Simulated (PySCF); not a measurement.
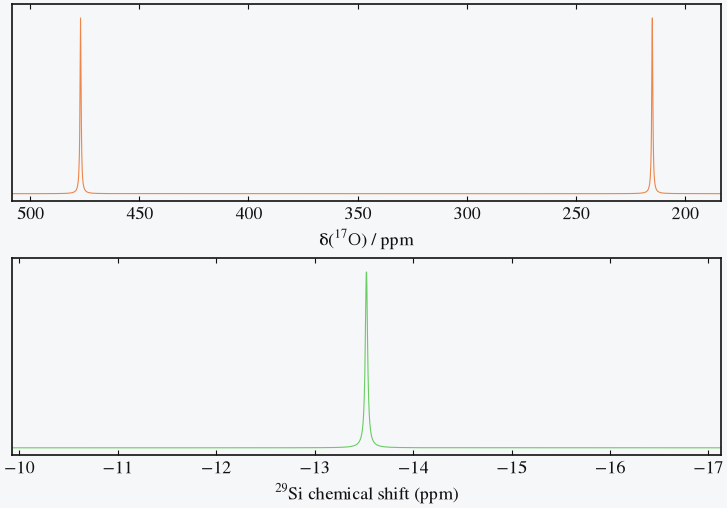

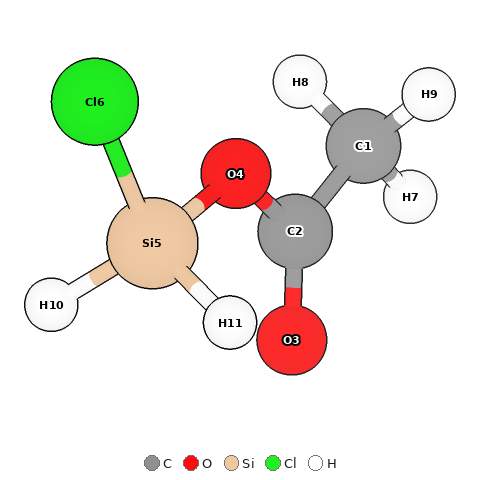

Spectrum and numbered structure of C₂H₅ClO₂Si, SMILES CC(=O)O[SiH2]Cl. GIAO shifts, PBE0/pcSseg-1 with PySCF 2.14.0, at a GFN2-xTB geometry (no frequency check), against H₂O for ¹⁷O and TMS for ²⁹Si computed at the same level (¹⁷O: a single water molecule, while the usual scale starts at liquid water and gives values some tens of ppm lower). Gas phase, fully decoupled, line heights follow the number of nuclei, widths are arbitrary (no quadrupolar broadening); values of one conformer, averaged over methyl-type rotors and exact or near symmetry; other conformers aren't averaged in.

Which atoms give which ¹⁷O line?

```csv
δ (ppm),nuclei,atoms
476.9,1,O3
215.0,1,O4
```

Where does the ²⁹Si line lie?

At −13.5 ppm (Si5).

Known limits of this run: the tight-binding geometry is rougher than a DFT one and adds to the error.
